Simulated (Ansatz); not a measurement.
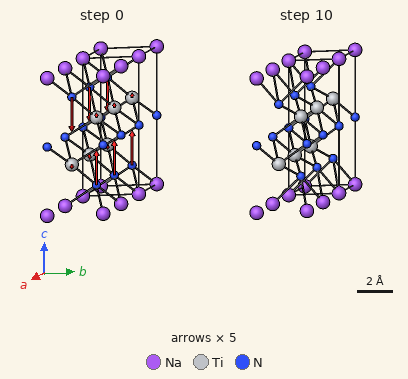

The structure of solid NaTi2N3 (built on the CaSm2S3-164 type type) before (left) and after (right) a relaxation, at one scale. The red arrows give the displacements (the part carried along by the change of the cell is left out), 5 times their true length.

The picture is a ball-and-stick view of the cell of the calculation, repeated 3 × 1 × 1 with one cell outlined, seen slightly off an axis.

Computed with DFT, PBEsol, plane waves, PAW in Ansatz.

Input
```yaml
crystal:
  lattice:
    - [3.34881741, 0.0, 0.0]
    - [-1.6744087, 2.90016095, 0.0]
    - [0.0, 0.0, 8.19712857]
  atoms:
    - { symbol: Na, position: [0.0, 0.0, 0.0] }
    - { symbol: Ti, position: [0.33333333, 0.66666667, 0.65599429] }
    - { symbol: Ti, position: [0.66666667, 0.33333333, 0.34400571] }
    - { symbol: "N", position: [0.33333333, 0.66666667, 0.16590221] }
    - { symbol: "N", position: [0.66666667, 0.33333333, 0.83409779] }
    - { symbol: "N", position: [0.0, 0.0, 0.5] }
kpoints:
  mp_grid: { grid: [9, 9, 4] }
hamiltonian:
  xc: pbesol
scf:
  occupations: { method: fermi_dirac, width: 0.03 }
relax:
  f_tol: 0.01
  cell: {}
  max_steps: 120
```

Run as
```bash
ansatz run input.yaml --threads 2 --pin off --max-ram 2211MiB --backend cpu --events-out ev --progress --plain --runs-dir out
```

What changed between the two?

Over 7 accepted moves (10 points after the start) the energy falls by 988 meV per atom. Largest force component: 5.2 eV/Å at the start, 0.0017 eV/Å at the end. The pressure goes from −33.92 to 0.00 GPa. The line search rejected the trial step at point 3 of the run. At 2 points the geometry stayed and the basis and grid were re-selected for the new cell (energy shift of 2.5 meV per atom at most each time). The largest moves relative to the cell, 0.42 Å, are those of N4 and N5. N4 goes along +c. Largest moves by element: N 0.42 Å, Ti 0.06 Å. Na stays in place. The drawn cell changes as follows: a = b 3.349 → 3.008 Å (−10.2 %), c 8.197 → 8.001 Å (−2.4 %); the volume changes by −21.2 %. Some distances before and after: Ti2–N5 2.423 → 1.974 Å, Na1–Na1 3.349 → 3.008 Å, Ti2–Ti2 3.349 → 3.008 Å, Na1–Ti2 3.419 → 3.202 Å. Bond angles that change, for instance: N4–Na1–N4 90.2° → 75.2°, Na1–N4–Na1 90.2° → 75.2°, N4–Na1–N5 89.8° → 104.8°. The space group stays P-3m1 (No. 164).
